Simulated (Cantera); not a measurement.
A closed system holds: 1 mol Si2H6, 0.34 mol Cl2, 7.4 mol N2, at 133 Pa.

Method: chemical equilibrium by Gibbs-energy minimisation in Cantera with the NASA 1993 tables (ideal gas, pure condensed phases). Candidate condensed phases: NH4Cl, Si, Si3N4; 28 gas species. The feed counts by its element totals alone. N2 is the only nitrogen source here; it is nearly inert below about 1500 K, so the nitride shown seldom forms there in practice. The tables' values for SiCl3, SiCl are old estimates; treat these amounts as uncertain. Rates play no part.

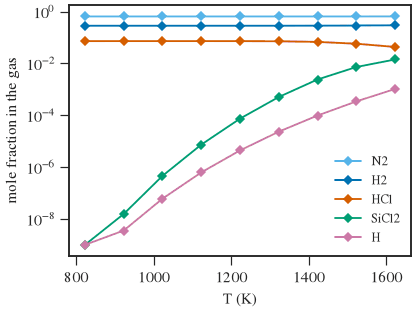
Fig. 1. Equilibrium gas composition (values under 1e-9 drawn at 1e-9)

Q: Read off the mole fractions at 1523 K.

A: N2 about 0.65, H2 about 0.29, HCl about 0.057, SiCl2 about 0.0072, H about 0.00034.
